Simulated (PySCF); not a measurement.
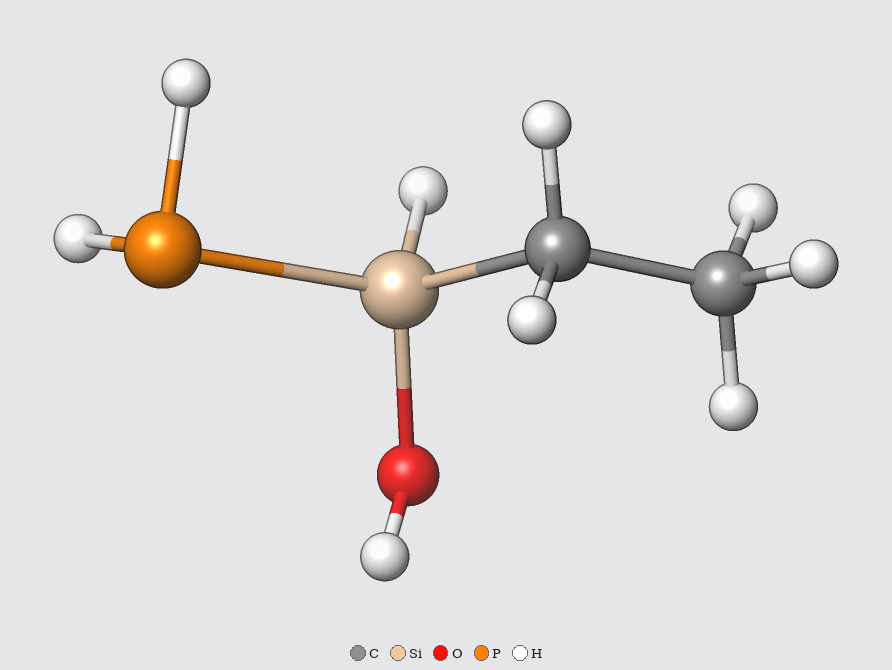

Rendered structure (ball-and-stick style). Every bond is drawn as one stick, whatever its order.

Computed geometry: PBE0-D3(BJ)/def2-SVP optimisation. No frequency run is at hand to confirm it as a minimum.

Description:

Formula C₂H₉OPSi. SMILES: `CC[Si@@H](O)P`. It has no ring. Among its groups: Si–H bond, Si–O bond. The point group is C1. Coordination: 2 C tetrahedral; 1 Si tetrahedral; 1 O bent; 1 P trigonal pyramidal.

More results for the same structure follow; atom numbers are the same in all pictures, views and colours differ.

### Shape

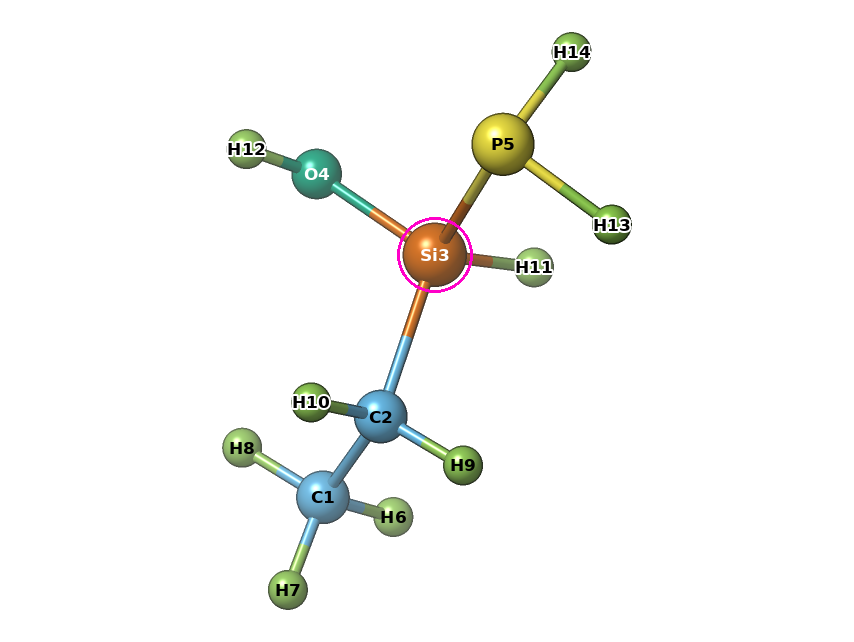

Depth is shown by fading: the farther an atom, the more it takes the colour of the background. Circles mark the stereogenic atoms. No frequency run is at hand to confirm it as a minimum.

**Assign CIP descriptors.**

Si3: S (priorities P5 > O4 > C2 > H11).

### Excitation

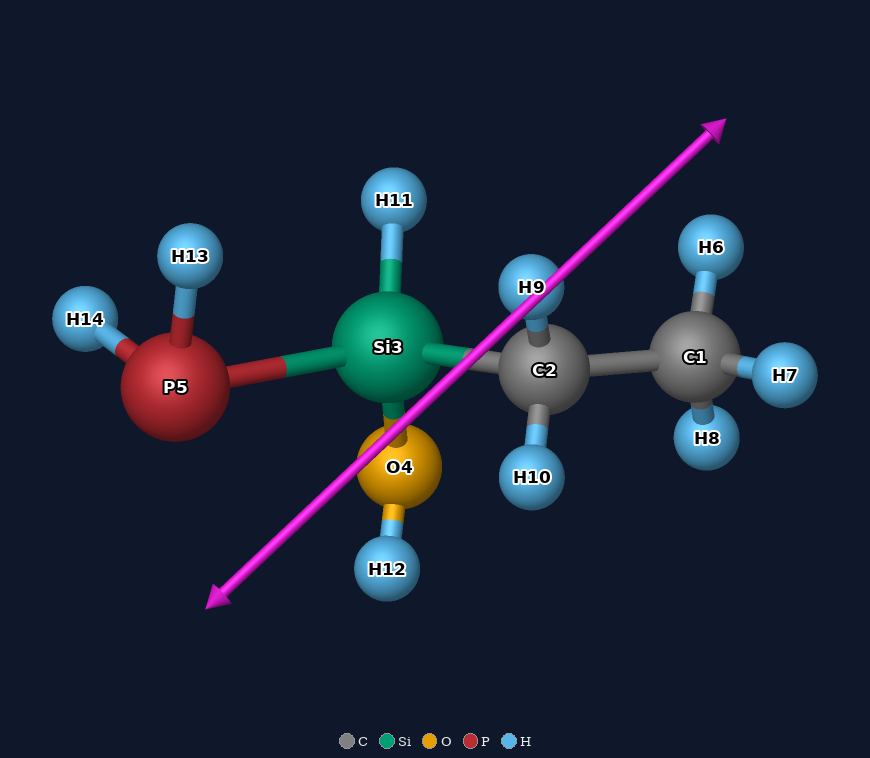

The double arrow shows the direction of the transition dipole to excited singlet state 4 (its length means nothing). No frequency run is at hand to confirm it as a minimum. Level of theory: TDDFT ωB97X-D/def2-SVPD, vertical, gas phase, core orbitals frozen in the response (PySCF 2.14.0).

**Give its energy, strength and character.**

7.37 eV (168 nm), oscillator strength 0.017, mainly HOMO → LUMO+3 (weight 0.64); transition dipole 0.77 D.

### Quadrupole coupling

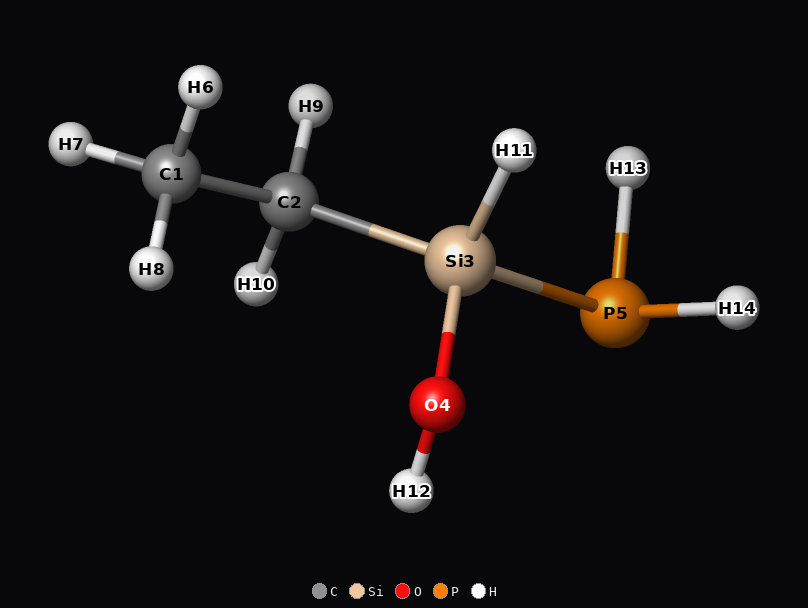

No frequency run is at hand to confirm it as a minimum. Electric field gradients from the ground-state density, PBE0/6-31G (PySCF 2.14.0), non-relativistic apart from any core potentials.

Give the largest field-gradient component, the quadrupole coupling constant and the asymmetry for 17O at O4 (Q = −25.6 mb), 2H at H6 (Q = 2.86 mb), 2H at H7 (Q = 2.86 mb).

```json
{"atom": "O4", "V_zz (a.u.)": "1.458", "e²qQ/h (MHz)": "−8.77", "η": "0.73"}
{"atom": "H6", "V_zz (a.u.)": "0.303", "e²qQ/h (MHz)": "0.203", "η": "0.04"}
{"atom": "H7", "V_zz (a.u.)": "0.304", "e²qQ/h (MHz)": "0.204", "η": "0.03"}
```

### NMR shielding

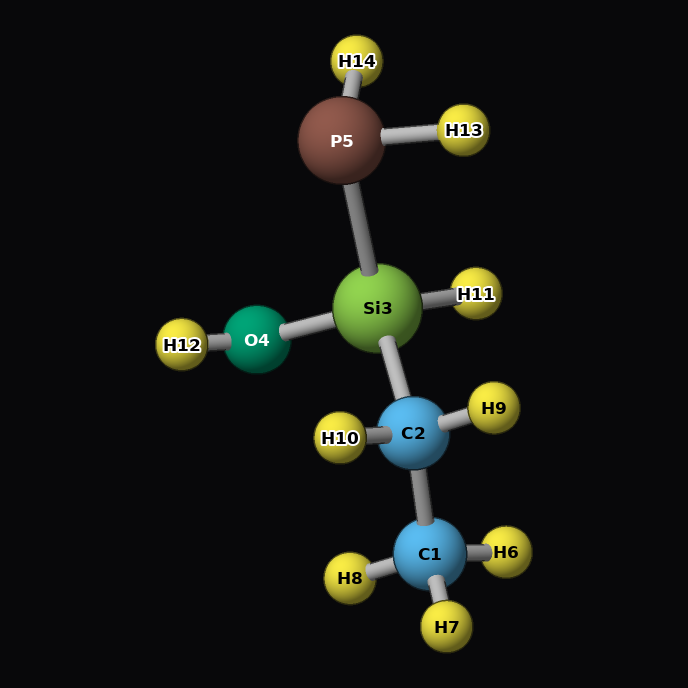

No frequency run is at hand to confirm it as a minimum. Properties computed with GIAO CAM-B3LYP/pcSseg-1 NMR shielding, non-relativistic, gas phase (PySCF 2.14.0). Principal shieldings σ11 ≤ σ22 ≤ σ33, span Ω = σ33 − σ11, skew κ = 3(σiso − σ22)/Ω.

Give the shielding tensors of the P atoms.

```tsv
atom	σ11	σ22	σ33	σiso	Ω	κ
P5	506.4	572.9	625.0	568.1	118.6	−0.12
```

Shieldings and span in ppm.
